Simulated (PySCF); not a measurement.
System: SiS (charge −1, doublet).

```xyz
2

Si    0.0000    0.0000   -1.0858
S     0.0000    0.0000    0.9502
```

Level of theory: PBE0/def2-TZVPPD, non-relativistic Hamiltonian with scalar-relativistic core potentials where named, at a bond length of 2.036 Å in PySCF.

What can the converged electron density, electron localisation function and spin density tell about the bonding?

Answer. Si–S (2.04 Å): ρ at the midpoint is about 0.92 e/Å³; the ELF peaks at about 0.85 between the atoms: localised, covalent bonding.
The unpaired spin (1 electron) lies mostly on Si1 (about 0.8) and S2 (about 0.2), in electrons by Hirshfeld's partition.

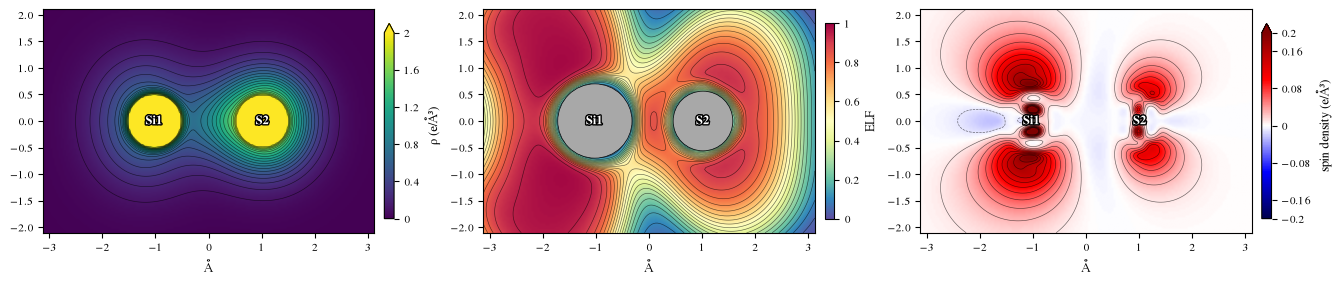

Computed electron density, electron localisation function and spin density on a plane that holds the molecular axis, in this order. Grey discs cover the atomic cores in the ELF map. 
